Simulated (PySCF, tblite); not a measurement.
# C₆H₁₀NSi radical: geometry, infrared bands and EPR parameters

Wanted: the infrared bands and EPR parameters of C₆H₁₀NSi radical (`Cn1ccc([CH][SiH3])c1`), by calculation.

Computed with tblite 0.8.0 and PySCF 2.14.0, with density-fitted response routines of our own, on a single molecule in the gas phase. Atoms are numbered from 0 throughout.

## Step 1: Starting geometry

18 atoms, charge 0, multiplicity 2; geometry from: force field or distance geometry start.

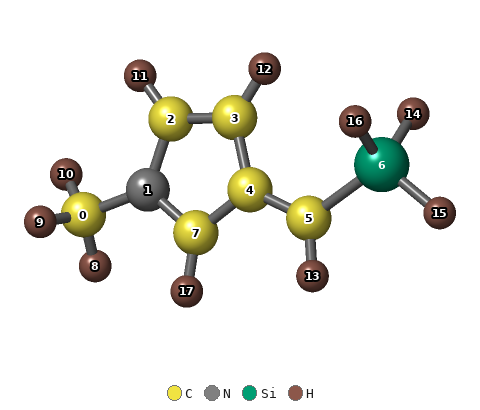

The starting geometry (carbon yellow, nitrogen grey, silicon teal, hydrogen brown), atoms numbered.

## Step 2: Optimising the geometry with GFN2-xTB

Job settings and geometry (Å):

```
{"job": {"kind": "relax", "xc": "GFN2-xTB", "basis": "xTB"}, "charge": 0, "multiplicity": 2}
C     -3.133200    -0.081900    -0.111900
N     -1.721000     0.125300    -0.004700
C     -1.101900     1.162900     0.649200
C      0.252500     1.004900     0.524800
C      0.476700    -0.197000    -0.193500
C      1.683500    -0.820100    -0.594300
Si     3.349200    -0.212900    -0.195800
C     -0.755600    -0.709500    -0.509300
H     -3.360600    -0.456500    -1.112200
H     -3.449800    -0.806900     0.650700
H     -3.658100     0.870900     0.046800
H     -1.691800     1.941100     1.130300
H      0.985200     1.676400     0.954400
H      1.662000    -1.735700    -1.172100
H      3.489000     1.236600    -0.507300
H      4.353900    -0.965300    -0.970800
H      3.654600    -0.414500     1.250300
H     -1.043400    -1.611400    -1.059500
```

Launch:

```
$ OMP_NUM_THREADS=1 python probes_run.py task.json out
```

This one command runs all jobs of the session in turn.

The log of the run:

```text
step      E/eV     max force
  0    -613.24019    2.128
  1    -613.31930    1.012
  2    -613.34327    0.388
  3    -613.35866    0.283
  4    -613.36484    0.252
  5    -613.37209    0.155
  6    -613.37581    0.129
  7    -613.37842    0.136
  8    -613.38019    0.114
  9    -613.38159    0.081
 10    -613.38263    0.076
 11    -613.38357    0.097
 12    -613.38458    0.091
 13    -613.38548    0.075
 14    -613.38604    0.053
 15    -613.38640    0.046
 16    -613.38680    0.066
 17    -613.38728    0.063
 18    -613.38773    0.055
 19    -613.38806    0.043
 20    -613.38830    0.041
 21    -613.38851    0.038
 22    -613.38870    0.031
 23    -613.38887    0.028
 24    -613.38905    0.031
 25    -613.38925    0.037
 26    -613.38944    0.035
 27    -613.38961    0.031
 28    -613.38977    0.034
 29    -613.38996    0.035
 30    -613.39018    0.038
 31    -613.39037    0.030
 32    -613.39051    0.028
 33    -613.39066    0.027
 34    -613.39083    0.033
 35    -613.39099    0.032
 36    -613.39109    0.022
 37    -613.39116    0.022
 38    -613.39123    0.022
 39    -613.39134    0.029
 40    -613.39146    0.031
 41    -613.39155    0.019
 42    -613.39160    0.018
 43    -613.39165    0.026
 44    -613.39170    0.028
 45    -613.39176    0.023
 46    -613.39181    0.017
 47    -613.39186    0.015
 48    -613.39189    0.014
 49    -613.39191    0.013
 50    -613.39193    0.011
 51    -613.39196    0.012
 52    -613.39198    0.011
 53    -613.39200    0.012
 54    -613.39202    0.014
 55    -613.39205    0.019
 56    -613.39211    0.025
 57    -613.39219    0.027
 58    -613.39229    0.027
 59    -613.39238    0.025
 60    -613.39246    0.021
 61    -613.39254    0.021
 62    -613.39261    0.020
 63    -613.39269    0.020
 64    -613.39278    0.021
 65    -613.39290    0.034
 66    -613.39306    0.040
 67    -613.39323    0.034
 68    -613.39337    0.036
 69    -613.39348    0.036
 70    -613.39358    0.032
 71    -613.39367    0.027
 72    -613.39373    0.017
 73    -613.39378    0.018
 74    -613.39382    0.019
 75    -613.39386    0.017
 76    -613.39391    0.019
 77    -613.39396    0.015
 78    -613.39402    0.020
 79    -613.39407    0.024
 80    -613.39414    0.024
 81    -613.39422    0.021
 82    -613.39429    0.019
 83    -613.39435    0.015
 84    -613.39440    0.017
 85    -613.39445    0.017
 86    -613.39451    0.016
 87    -613.39455    0.011
 88    -613.39457    0.009
```

Run time: 0.95 s. Hardware: 1 thread of Arm Neoverse N1, shared host.

Along the way: (not every step is listed)

```tsv
step	energy from step 0 (eV)	largest force (eV/Å)
0	0.0000	2.1279
1	-0.0791	1.0117
2	-0.1031	0.3883
3	-0.1185	0.2834
4	-0.1246	0.2520
5	-0.1319	0.1546
6	-0.1356	0.1287
7	-0.1382	0.1363
8	-0.1400	0.1137
15	-0.1462	0.0462
22	-0.1485	0.0313
29	-0.1498	0.0352
36	-0.1509	0.0218
43	-0.1515	0.0257
50	-0.1517	0.0109
57	-0.1520	0.0272
64	-0.1526	0.0215
71	-0.1535	0.0273
78	-0.1538	0.0204
83	-0.1542	0.0149
84	-0.1542	0.0165
85	-0.1543	0.0167
86	-0.1543	0.0161
87	-0.1544	0.0112
88	-0.1544	0.0091
```

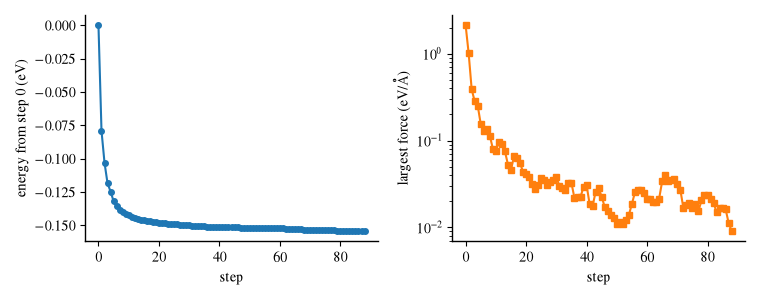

Energy and force, step by step.

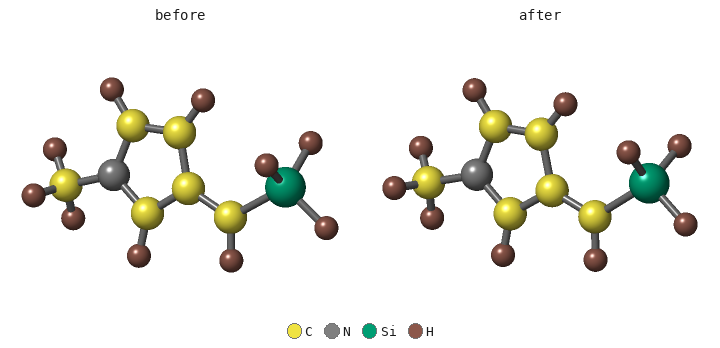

The geometry before (left) and after (right).

Close pairs (by a distance rule), those that changed most:

```tsv
bond	before (Å)	after (Å)	change (Å)
C5–Si6	1.817	1.854	+0.037
C4–C7	1.371	1.404	+0.032
C4–C5	1.416	1.393	-0.023
C7–H17	1.095	1.073	-0.022
N1–C7	1.372	1.351	-0.021
Si6–H16	1.492	1.471	-0.021
Si6–H14	1.489	1.471	-0.018
C3–C4	1.418	1.434	+0.016
```

The end geometry stands in the next job.

## Step 3: Harmonic vibrations with GFN2-xTB

Job settings and geometry (Å):

```
{"job": {"kind": "ir", "xc": "GFN2-xTB", "basis": "xTB"}, "charge": 0, "multiplicity": 2}
C     -3.143178    -0.051887    -0.091729
N     -1.720203     0.104552    -0.018249
C     -1.069655     1.081598     0.685438
C      0.271690     0.899739     0.566197
C      0.482928    -0.258550    -0.252820
C      1.699479    -0.814362    -0.640676
Si     3.364669    -0.146237    -0.174393
C     -0.803772    -0.712816    -0.582474
H     -3.416613    -0.524949    -1.034818
H     -3.512698    -0.674800     0.729134
H     -3.626734     0.923215    -0.030232
H     -1.622967     1.833774     1.214776
H      1.044076     1.502804     0.997975
H      1.636789    -1.697088    -1.263339
H      3.568027     1.217488    -0.687706
H      4.387006    -1.026845    -0.746631
H      3.546138    -0.094080     1.284252
H     -1.093743    -1.555239    -1.179690
```

The log of the run:

```text
mode    cm-1     km/mol
  1       6.3      0.02
  2      75.2      1.57
  3      78.3      0.36
  4     126.1      0.42
  5     191.9      0.70
  6     275.5      1.16
  7     279.8      0.37
  8     403.6      2.47
  9     509.5     56.20
 10     525.4     10.01
 11     536.9     75.79
 12     607.2      1.15
 13     630.7      6.16
 14     648.6     26.71
 15     690.8     10.03
 16     712.2     14.25
 17     778.5      7.69
 18     789.5    166.50
 19     799.2    428.39
 20     804.5     33.00
 21     819.5    139.12
 22     852.5    162.82
 23     985.6     11.85
 24    1004.2      7.09
 25    1065.5      8.39
 26    1087.8     11.66
 27    1099.7      3.84
 28    1133.8      5.14
 29    1205.3      0.35
 30    1254.6     18.92
 31    1362.3     10.40
 32    1396.0      1.76
 33    1411.3      9.65
 34    1442.8    121.99
 35    1465.9      9.80
 36    1481.8     11.58
 37    1504.2     39.72
 38    1531.0      3.14
 39    2170.9    446.39
 40    2193.2    243.86
 41    2235.3    369.64
 42    2948.0     39.39
 43    3014.1     23.07
 44    3016.8     21.30
 45    3045.2     47.56
 46    3148.1     23.48
 47    3157.2     16.62
 48    3181.2     20.97
```

Wall time 1.1 s (1 thread of Arm Neoverse N1, shared host).

Which atoms move in the most intense modes:

```tsv
cm⁻¹	km/mol	atoms
790	166.5	H15 51 %, H14 18 %, H16 15 %
799	428.4	H15 33 %, H16 27 %, H14 27 %
820	139.1	H16 48 %, H14 46 %
852	162.8	C5 32 %, Si6 24 %, H13 13 %
1443	122.0	N1 36 %, C4 15 %, C7 15 %, C5 12 %
2171	446.4	H14 56 %, H16 40 %
2193	243.9	H16 56 %, H14 40 %
2235	369.6	H15 95 %
```

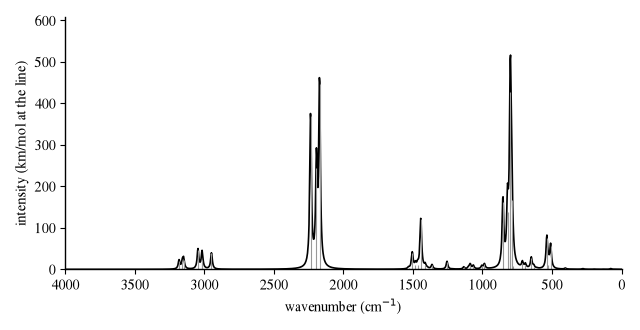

The infrared spectrum from these modes, unscaled. Lines are broadened to a width of 14 cm⁻¹ (Lorentzian).

## Step 4: g tensor and hyperfine couplings: B3LYP/pcH-1

Settings changed since step 3:

```diff
@@ -1,2 +1,2 @@
-{"job": {"kind": "ir", "xc": "GFN2-xTB", "basis": "xTB"}, "charge": 0, "multiplicity": 2}
+{"job": {"kind": "epr", "basis": "pcH-1"}, "charge": 0, "multiplicity": 2}
 C     -3.143178    -0.051887    -0.091729
```

Method: UKS B3LYP, pcH-1 on C H N Si, non-relativistic, mean-field spin-orbit, GIAO.

The log of the run:

```text
UKS, coarse grid
  cycle   1  E = -578.80305888  |g| = 3.69e-01
  cycle   2  E = -578.68742181  |g| = 5.94e-01
  cycle   3  E = -578.87007062  |g| = 1.26e-01
  cycle   4  E = -578.87733308  |g| = 4.18e-02
  cycle   5  E = -578.87830432  |g| = 9.86e-03
  cycle   6  E = -578.87837626  |g| = 5.99e-03
  cycle   7  E = -578.87840540  |g| = 2.06e-03
  cycle   8  E = -578.87841237  |g| = 9.09e-04
UKS, final grid
  cycle   1  E = -578.87841129  |g| = 1.26e-03
  cycle   2  E = -578.87841037  |g| = 1.94e-03
  cycle   3  E = -578.87841215  |g| = 1.81e-04
  cycle   4  E = -578.87841218  |g| = 1.03e-04
  cycle   5  E = -578.87841220  |g| = 6.62e-05
  cycle   6  E = -578.87841220  |g| = 1.28e-05
E = -578.87841220 Eh   <S^2> = 0.7632 (exact 0.7500)
g shifts (ppm)      1          2          3
  rmc          -142       -142       -142
  gc             -1         36         27
  oz_so          -4        409        894
  total        -147        303        778
hyperfine (MHz)  atom isotope    a_iso     a_fc   dipolar eigenvalues
    0   13C      -3.22      -3.22     -0.61     -0.26      0.87
    1   14N       1.26       1.26     -4.05     -3.59      7.64
    2   13C      -6.58      -6.58     -3.51      1.47      2.05
    3   13C       9.56       9.57     -8.24     -7.22     15.46
    4   13C     -35.44     -35.46    -12.69      3.80      8.89
    5   13C      55.80      55.90    -54.99    -53.72    108.71
    6  29Si      36.54      36.59     -1.26     -1.13      2.40
    7   13C      25.17      25.20    -26.16    -25.10     51.26
    8    1H       3.80       3.80     -1.44     -1.38      2.82
    9    1H      11.94      11.94     -1.34     -1.14      2.48
   10    1H       1.89       1.89     -1.32     -1.15      2.47
   11    1H       0.38       0.38     -1.64     -0.70      2.33
   12    1H      -7.16      -7.16     -3.04     -1.86      4.90
   13    1H     -41.39     -41.40    -24.82     -0.89     25.71
   14    1H      46.25      46.25     -2.41     -1.57      3.98
   15    1H      -1.56      -1.56     -2.74     -2.05      4.79
   16    1H      43.12      43.12     -2.37     -1.62      3.99
   17    1H     -21.27     -21.28    -10.96     -1.53     12.49
```

It took 2.9 min on 1 thread of Arm Neoverse N1, shared host; peak memory 0.97 GiB.

Principal g values 2.00217, 2.00262, 2.00310; g(iso) = 2.00263, against 2.00232 for a free electron.

Hyperfine couplings; where a row names several nuclei, a(iso) is their mean (it holds for fast rotation or exchange) and the dipolar term the largest among them:

```tsv
nuclei	isotope	a(iso) (MHz)	a(iso) (G, at g = 2.0023)	largest dipolar term (MHz)
C5	13C	55.8	19.9	108.7
H13	1H	-41.4	-14.8	25.7
Si6	29Si	36.5	13.0	2.4
C4	13C	-35.4	-12.6	-12.7
H14, H15, H16	1H	29.3	10.4	4.8
C7	13C	25.2	9.0	51.3
H17	1H	-21.3	-7.6	12.5
C3	13C	9.6	3.4	15.5
H12	1H	-7.2	-2.6	4.9
C2	13C	-6.6	-2.3	-3.5
H8, H9, H10	1H	5.9	2.1	2.8
C0	13C	-3.2	-1.1	0.9
N1	14N	1.3	0.4	7.6
H11	1H	0.4	0.1	2.3
```

Mulliken spin populations:

C0 -0.01; N1 0.05; C2 -0.03; C3 0.11; C4 -0.16; C5 0.74; Si6 -0.02; C7 0.31; H8 0.00; H9 0.01; H10 0.00; H11 0.00; H12 0.00; H13 -0.03; H14 0.03; H15 0.00; H16 0.02; H17 -0.01

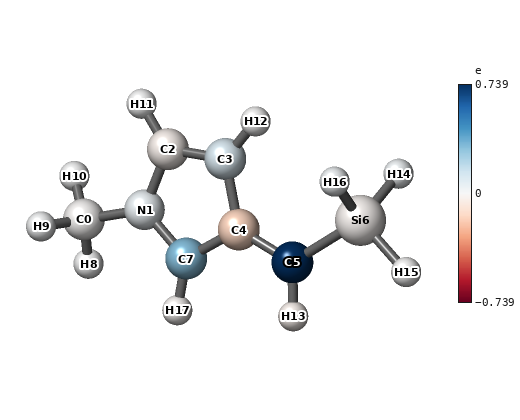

Mulliken spin populations, as colours on the atoms.

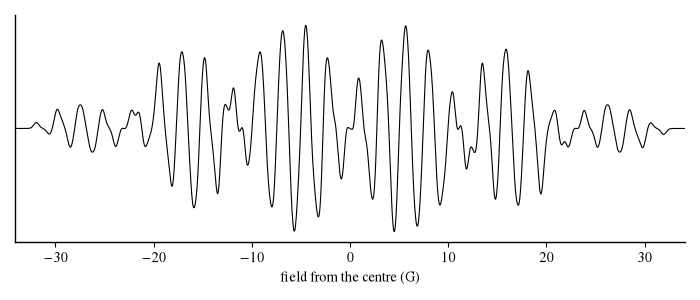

First-order isotropic spectrum (first derivative, main isotopes with spin only, couplings over 0.8 MHz, Gaussian width 0.3 G; couplings of the frozen geometry, rotation of groups not averaged beyond the rows shown).

The fields below are evaluated on a grid from the run's orbitals.

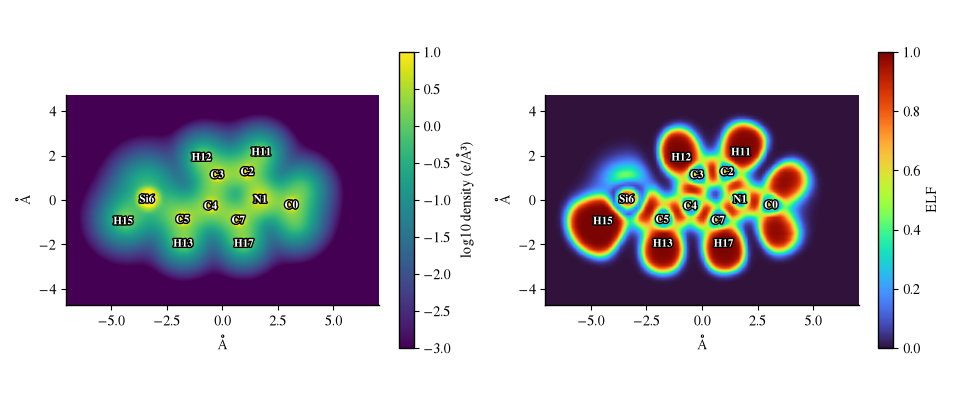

Density (left) and ELF (right) in a plane through or near 13 of the atoms.

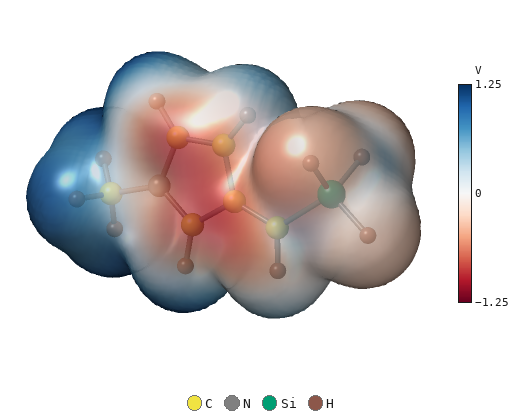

The potential that a unit positive charge feels on the 0.002 e/bohr³ surface, from -0.91 V near C4 to 1.25 V near H10.

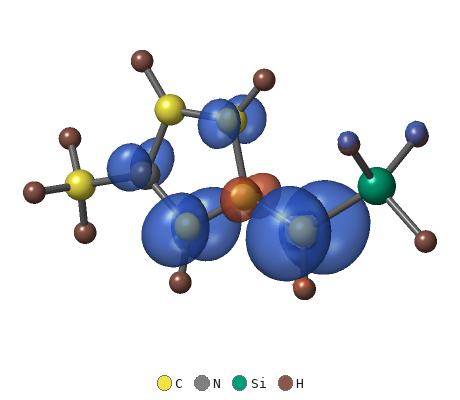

Spin density at ±0.03 e/Å³ (alpha excess blue, beta excess red).

## Step 5: Summary of results

| quantity | value |
| --- | --- |
| strongest single infrared mode (GFN2-xTB) | 2171 cm⁻¹, 446 km/mol |
| zero-point energy (GFN2-xTB) | 85.3 kcal/mol |
| g(iso) (B3LYP) | 2.00263 |
| ⟨S²⟩ | 0.763 (exact 0.75) |
| largest a(iso) (averaged by class) | 13C on C5, 55.8 MHz |
| potential on the surface of density 0.002 e/bohr³, 1st and 99th percentile | -0.91 V and 1.25 V |

**Reading.** Relaxing lowered the energy by 0.154 eV in 88 steps; the close pair that moved most is C5–Si6, from 1.817 to 1.854 Å. No mode is imaginary among the 48: a minimum at this level. The strongest single mode, at 2171 cm⁻¹, moves mainly H14 and H16. GFN2-xTB is a fitted tight-binding method: band positions and strengths are rough. Its intensities can rank the bands wrongly. C5 carries the largest spin population, 0.74 e. The isotropic g lies 0.3 ppt above the free-electron value. These values are for one conformer; the search (at its own cheap level) found 2 more, at 0.05, 0.06 kcal/mol, and measured spectra average over such forms.
